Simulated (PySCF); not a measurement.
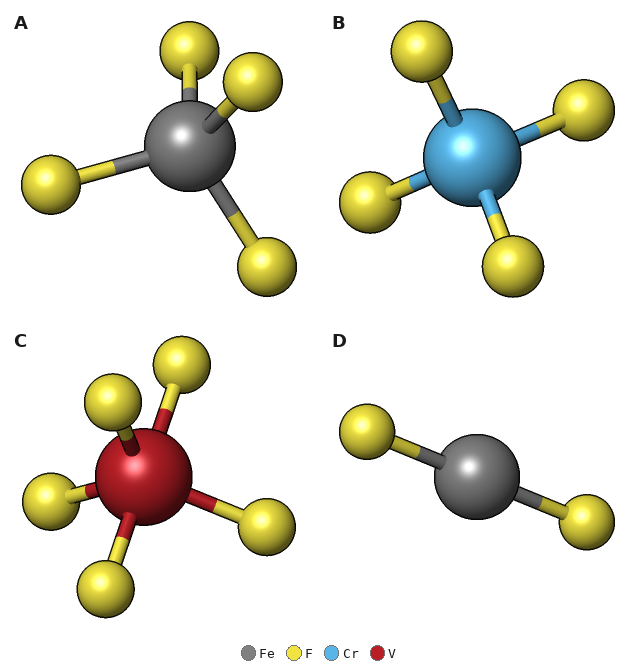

Simulated data, not a measurement (program: PySCF).

### Which panel belongs to which SMILES?
(1) [F][Fe-]([F])([F])[F]
(2) [F][Cr]([F])([F])[F]
(3) [F][Fe][F]
(4) [F][V]([F])([F])([F])[F]

A is (1), B is (2), C is (4), D is (3).
